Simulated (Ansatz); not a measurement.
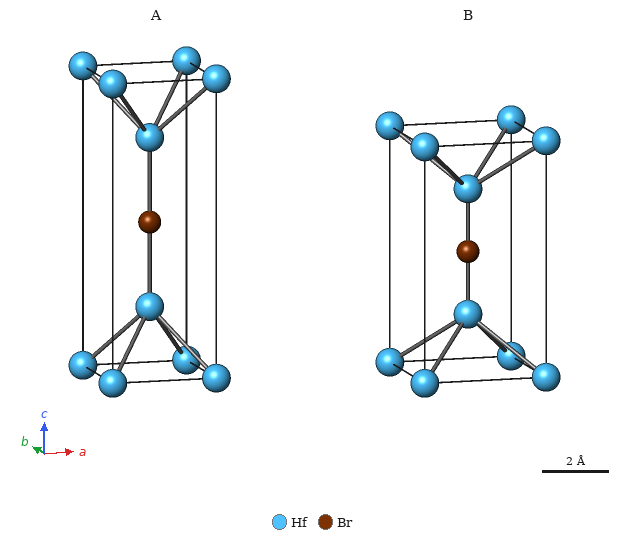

Two geometries of a crystal of Hf₃Br (a generated structure, set up in P4/mmm) (coarse preliminary run), drawn at one scale. One is the start of a relaxation, the other its converged end. The picture is a ball-and-stick view of the cell of the calculation, seen slightly off an axis.

All numbers below come from DFT PBE, scalar-relativistic, plane waves, PAW (Ansatz 0.2.0). Settings: plane-wave cutoff 420 eV; k-point mesh 4 × 4 × 4; occupations gaussian; smearing width 0.1 eV; no spin polarisation; cell and atoms relaxed; force threshold 0.04 eV/Å; at most 70 steps.

Which geometry has the lower energy?

Structure A is the relaxed one. The largest moves relative to the cell, 0.16 Å, are those of Hf atoms. Br stays in place. The volume changes by −7.6 %, with a = b 3.862 → 3.298 Å (−14.6 %), c 7.343 → 9.299 Å (+26.6 %). Among the contacts that change: Br–Hf 1.948 → 2.627 Å, Hf–Hf 3.448 → 4.044 Å, Hf–Hf 3.862 → 3.298 Å, Br–Br 3.862 → 3.298 Å. Bond angles that change, for instance: Hf–Hf–Hf 115.5° → 98.1°, Hf–Hf–Hf 73.4° → 64.6°, Hf–Hf–Br 122.3° → 130.9°. The space group stays P4/mmm (No. 123). Over 10 accepted moves (12 points after the start) the energy falls by 2627 meV per atom. Largest force component: 22 eV/Å at the start, 0.0013 eV/Å at the end. Pressure: 32.12 GPa at the start and 0.18 GPa at the end. At 2 points the geometry stayed and the basis and grid were re-selected for the new cell (energy shift of 12.7 meV per atom at most each time). Cost: 76 s on 1 thread of Intel(R) Xeon(R) Platinum 8488C (Sapphire Rapids), with other jobs on the host, peak memory 0.46 GiB.

Limits of the set-up: the k-point mesh is coarse for a cell with partly filled bands.
